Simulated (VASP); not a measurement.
Here is the system:

```
CELL_PARAMETERS angstrom
      4.23444     0.00000     0.00000
      0.00000     4.23444     0.00000
      0.00000     0.00000     4.23444
ATOMIC_POSITIONS crystal
  Ba 0.00000 0.00000 0.00000
  Zr 0.50000 0.50000 0.50000
  O  0.50000 0.00000 0.50000
  O  0.00000 0.50000 0.50000
  O  0.50000 0.50000 0.00000
```

All values below come from PW91 GGA, VASP's PBE PAW potentials (set 64) (plane waves; VASP). Run with 520 eV cut-off, 6×6×6 Γ-centred mesh, tetrahedra with Blöchl corrections, potentials Ba_sv Zr_sv O.

Unless said otherwise, spin-orbit coupling is left out, though it shifts the bands of the heavy elements here.

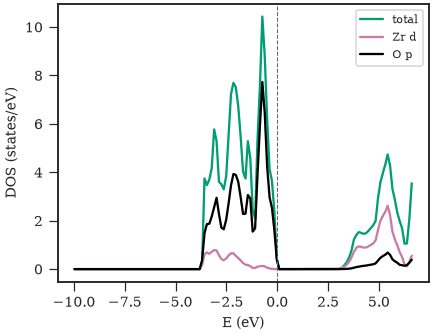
*Total and projected density of states, zero at the valence-band maximum*

Within 2 eV below the valence-band maximum the largest weight inside VASP's projection spheres is O p.

The gap is indirect, 3.12 eV, from the valence maximum at R to the conduction minimum at Γ.

The compound is BaZrO3 in the cubic perovskite structure. It was relaxed first.
